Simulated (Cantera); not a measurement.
A closed system holds: 1 mol TiO₂, 1.6 mol CH₄, 3.4 mol H₂, held at 1280 Torr.

Equilibrium computed with Cantera from the NASA thermochemical tables; the gas is ideal and each condensed phase is pure. Candidate condensed phases: C, C₆H₆, C₇H₈, C₈H₁₈, H₂O, Ti, TiC, TiO, TiO₂, Ti₂O₃, Ti₃O₅, Ti₄O₇; 113 gas species. Mutual solubility and eutectic melting of coexisting phases are not modelled. TiC: taken at fixed stoichiometry. Condensed phases not in the tables: Magnéli phases beyond Ti₄O₇. Equilibrium is a limit: real reactors are often held back by kinetics, nucleation or transport.

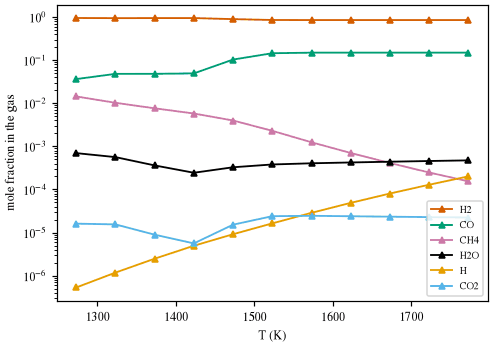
Figure: Equilibrium gas composition (values under 1e-9 drawn at 1e-9)

Task: Read off the mole fractions at 1423 K.

Result: H₂ about 0.94, CO about 0.049, CH₄ about 0.0058, H₂O about 0.00024, CO₂ about 5.6e-6, H about 5.0e-6.
